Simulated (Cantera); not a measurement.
Charge: 1 mol Cu₂O, 2.1 mol CO, 3.3 mol N₂, equilibrated at 20.0 Pa.

Method: chemical equilibrium by Gibbs-energy minimisation in Cantera with the NASA 1993 tables (ideal gas, pure condensed phases). Candidate condensed phases: C, Cu, CuO, Cu₂O; 27 gas species. The numbers say what is thermodynamically allowed, not how fast it happens.

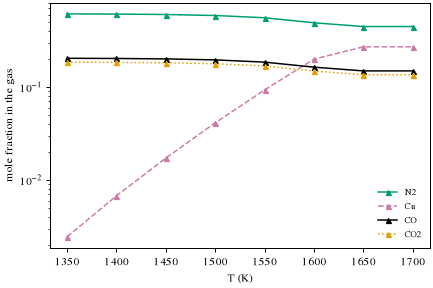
Equilibrium gas composition (values under 1e-9 drawn at 1e-9)

Question: Read off the mole fractions at 1700 K.

Answer: N₂ about 0.45, Cu about 0.27, CO about 0.15, CO₂ about 0.14.
